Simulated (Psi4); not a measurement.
# AlNH3O (SMILES [NH2][Al][OH]) at UPBE0/def2-SVPD

What is the energy change on altering one bond length of AlNH3O at UPBE0/def2-SVPD? 

Program for the calculation: Psi4 1.11.

## (1) The molecule

AlNH3O: 6 atoms, total charge 0, spin state doublet. SMILES: `[NH2][Al][OH]`. The shape is that of a PBE0-D4/def2-TZVP optimisation. This is one conformer, not always the lowest.

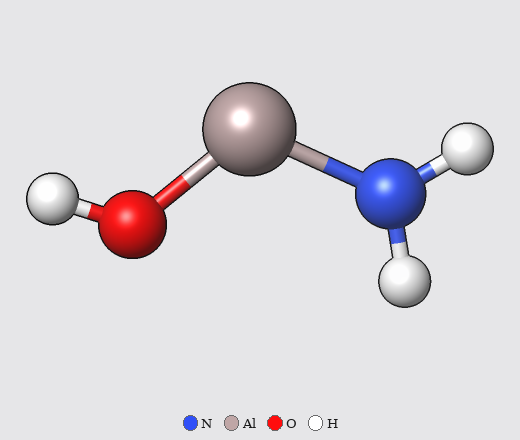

The structure, seen from a chosen angle (nitrogen blue, aluminium light grey, oxygen red, hydrogen white).

## (2) Energy and forces at UPBE0/def2-SVPD

input.dat reads:

```
memory 2200 mb

molecule m {
  0 2
  N     -1.74591797     0.45391222    -1.43770364
  Al     1.12476499     1.13629232     0.13360364
  O      2.25652197    -1.16879561     2.08096641
  H     -2.71043418    -1.17843321    -1.24192801
  H     -2.63560103     1.62818803    -2.63956945
  H      3.79022369    -0.99229519     3.01751468
  units bohr
  symmetry c1
}

set {
  reference uks
  puream true
  e_convergence 1e-09
  d_convergence 1e-08
  scf_type pk
  dft_radial_points 99
  dft_spherical_points 590
  maxiter 100
}

e_tot, wfn = gradient('pbe0/def2-SVPD', return_wfn=True)
oeprop(wfn, 'QUADRUPOLE', 'MULLIKEN_CHARGES', 'DIPOLE')
```

Run with:

```bash
$ psi4 input.dat output.dat -n 1
```

output.dat:

```text
[...]
  Running in c1 symmetry.
[...]
  Nuclear repulsion =   93.731213377113235
[...]
  Multiplicity = 2
[...]
  Nalpha       = 16
  Nbeta        = 15
[...]
    Number of basis functions: 91
[...]
   @UKS iter   1:  -373.37175237470365   -2.48885e-01   1.15270e-02 ADIIS/DIIS
[...]
   @UKS iter  13:  -373.83965437265533   -2.38742e-12   4.50115e-09 DIIS
[...]
   @S^2 Observed:                7.517779419E-01
[...]
    Orbital Energies [Eh]
    ---------------------
    Alpha Occupied:
       1A    -56.155526     2A    -19.201891     3A    -14.365395
       4A     -4.185802     5A     -2.719826     6A     -2.719185
       7A     -2.714864     8A     -0.987957     9A     -0.840147
      10A     -0.520341    11A     -0.490421    12A     -0.429660
      13A     -0.371367    14A     -0.341190    15A     -0.274744
      16A     -0.211620
    Alpha Virtual:
      17A     -0.016169    18A      0.011072    19A      0.019067
      20A      0.057687    21A      0.076261    22A      0.084967
      23A      0.099464    24A      0.111847    25A      0.119056
[...]
  @UKS Final Energy:  -373.83965437265533
   => Energetics <=
    Nuclear Repulsion Energy =             93.7312133771132352
    One-Electron Energy =                -703.4998122890999639
    Two-Electron Energy =                 262.4620482023711929
    DFT Exchange-Correlation Energy =     -26.5331036630398209
    Empirical Dispersion Energy =           0.0000000000000000
    VV10 Nonlocal Energy =                  0.0000000000000000
    Total Energy =                       -373.8396543726553318
  UHF NO Occupations:
  HONO-2 :   14  A 1.9997013
  HONO-1 :   15  A 1.9994882
[...]
  -Total Gradient:
     Atom            X                  Y                   Z
    ------   -----------------  -----------------  -----------------
       1        0.001028453541     0.000116325087     0.000629647878
       2       -0.000449178984    -0.009459309340     0.004578406336
       3       -0.003579715143     0.006721965613    -0.005866016073
       4        0.002390991533     0.003780516278    -0.000348462007
       5        0.002139939015    -0.002589870800     0.002769593596
       6       -0.001499125760     0.001428190589    -0.001741031432
[...]
 Multipole Moments:
 ------------------------------------------------------------------------------------
     Multipole            Electronic (a.u.)      Nuclear  (a.u.)        Total (a.u.)
 ------------------------------------------------------------------------------------
 L = 1.  Multiply by 2.5417464519 to convert [e a0] to [Debye]
 Dipole X            :          2.0335941           -1.9880953            0.0454988
 Dipole Y            :          1.4235279           -1.1262401            0.2972878
 Dipole Z            :          0.6281548           -0.7510462           -0.1228914
 Magnitude           :                                                    0.3248884
 L = 2.  Multiply by 1.3450342976 to convert [e a0^2] to [Debye ang]
 Quadrupole XX       :       -111.3361386           95.7860292          -15.5501095
 Quadrupole XY       :         19.7496889          -19.7288579            0.0208310
[...]
  Mulliken Charges: (a.u.)
   Center  Symbol    Alpha    Beta     Spin     Total
       1     N     3.49694  3.42100  0.07594  0.08206
       2    AL     6.58807  5.79607  0.79199  0.61586
       3     O     4.46350  4.28996  0.17355 -0.75346
       4     H     0.53885  0.52652  0.01233 -0.06537
       5     H     0.51202  0.53666 -0.02465 -0.04868
       6     H     0.40062  0.42978 -0.02916  0.16960
   Total alpha = 16.00000, Total beta = 15.00000, Total charge = -0.00000
    Psi4 run time: 0:00:22.01
```

Wall time 23 s (1 thread of Intel Xeon Platinum 8488C (Sapphire Rapids), shared host); peak memory 1.1 GiB.

## (3) The distorted shape, same level

job.py reads:

```python
import psi4

psi4.set_memory('2200 MB')
psi4.set_num_threads(1)
psi4.set_output_file('alh3no.out', False)

m = psi4.geometry("""
0 2
N     -0.547271    -0.256905    -0.252015
Al     0.971829     0.104195     0.579485
O      1.570729    -1.115605     1.609985
H     -1.057671    -1.120705    -0.148415
H     -1.394700     0.861600    -1.396800
H      2.382329    -1.022205     2.105585
units angstrom
symmetry c1
""")

options = {'reference': 'uks', 'puream': True, 'e_convergence': 1e-09, 'd_convergence': 1e-08, 'scf_type': 'pk', 'dft_radial_points': 99, 'dft_spherical_points': 590, 'maxiter': 100}
psi4.set_options(options)

E, wfn = psi4.gradient('pbe0/def2-SVPD', return_wfn=True)
psi4.oeprop(wfn, 'MULLIKEN_CHARGES', 'MAYER_INDICES', 'QUADRUPOLE')
print('gradient / Eh bohr^-1')
print(E.np.round(6))
print(f'energy = {wfn.energy():.10f} Eh')
```

Run with:

```bash
$ python job.py
```

alh3no.out (excerpt; [...] marks lines left out):

```text
[...]
  Running in c1 symmetry.
[...]
  Nuclear repulsion =   91.203824957867155
[...]
  Multiplicity = 2
[...]
  Nalpha       = 16
  Nbeta        = 15
[...]
    Number of basis functions: 91
[...]
   @UKS iter   1:  -373.06372838545349   -1.95114e-01   1.23515e-02 ADIIS/DIIS
[...]
   @UKS iter  21:  -373.69042573973854   -2.79840e-10   5.66684e-09 DIIS
[...]
   @S^2 Observed:                7.754621918E-01
[...]
  @UKS Final Energy:  -373.69042573973854
   => Energetics <=
    Nuclear Repulsion Energy =             91.2038249578671554
    One-Electron Energy =                -698.4260589059317681
    Two-Electron Energy =                 259.9226085795752397
    DFT Exchange-Correlation Energy =     -26.3908003712491848
    Empirical Dispersion Energy =           0.0000000000000000
    VV10 Nonlocal Energy =                  0.0000000000000000
    Total Energy =                       -373.6904257397385436
  UHF NO Occupations:
  HONO-2 :   14  A 1.9992410
  HONO-1 :   15  A 1.9883522
[...]
  -Total Gradient:
     Atom            X                  Y                   Z
    ------   -----------------  -----------------  -----------------
       1        0.034848399279    -0.053737110075     0.051069248935
       2       -0.001504929807    -0.015714863932     0.007098302247
       3       -0.002864719500     0.006816633860    -0.005435716286
       4        0.013839405635     0.003049658094     0.007699572704
       5       -0.042299280426     0.058088946601    -0.058306705655
       6       -0.001997950551     0.001512674803    -0.002118908192
[...]
 Multipole Moments:
 ------------------------------------------------------------------------------------
     Multipole            Electronic (a.u.)      Nuclear  (a.u.)        Total (a.u.)
 ------------------------------------------------------------------------------------
 L = 1.  Multiply by 2.5417464519 to convert [e a0] to [Debye]
[...]
  Mulliken Charges: (a.u.)
   Center  Symbol    Alpha    Beta     Spin     Total
       1     N     3.52307  3.66860 -0.14553 -0.19167
       2    AL     6.58460  5.75596  0.82864  0.65945
       3     O     4.45790  4.31399  0.14391 -0.77188
       4     H     0.55471  0.51715  0.03756 -0.07186
       5     H     0.47741  0.31633  0.16108  0.20626
       6     H     0.40232  0.42798 -0.02566  0.16970
   Total alpha = 16.00000, Total beta = 15.00000, Total charge =  0.00000
  Mayer Bond Indices:
[...]
```

Standard output:

```text
gradient / Eh bohr^-1
[[ 0.034848 -0.053737  0.051069]
 [-0.001505 -0.015715  0.007098]
 [-0.002865  0.006817 -0.005436]
 [ 0.013839  0.00305   0.0077  ]
 [-0.042299  0.058089 -0.058307]
 [-0.001998  0.001513 -0.002119]]
energy = -373.6904257397 Eh
```

Wall time 49 s (1 thread of Intel Xeon Platinum 8488C (Sapphire Rapids), shared host); peak memory 1.1 GiB.

## (4) Results

At UPBE0/def2-SVPD:

| quantity | value |
| --- | --- |
| first shape: total energy | -373.83965 Eh |
| first shape: dipole moment | 0.83 D |
| first shape: HOMO energy (highest over α and β) | -5.76 eV |
| first shape: LUMO energy (lowest over α and β) | -2.28 eV |
| first shape: ⟨S²⟩ | 0.752 |
| first shape: largest force on an atom | 0.541 eV/Å |
| distorted shape: total energy | -373.69043 Eh |
| distorted shape: dipole moment | 1.05 D |
| distorted shape: HOMO energy (highest over α and β) | -5.80 eV |
| distorted shape: LUMO energy (lowest over α and β) | -3.04 eV |
| distorted shape: ⟨S²⟩ | 0.775 |
| distorted shape: largest force on an atom | 4.758 eV/Å |
| energy change with the N1–H5 bond stretched from 1.006 to 1.811 Å | 4.061 eV |

**Reading.** With the N1–H5 bond stretched from 1.006 to 1.811 Å the energy rises by 4.06 eV (392 kJ/mol). The first shape isn't relaxed at this level, so the change isn't measured from a minimum. The largest force (first shape) is 0.54 eV/Å: the shape isn't a stationary point for this species at this level.
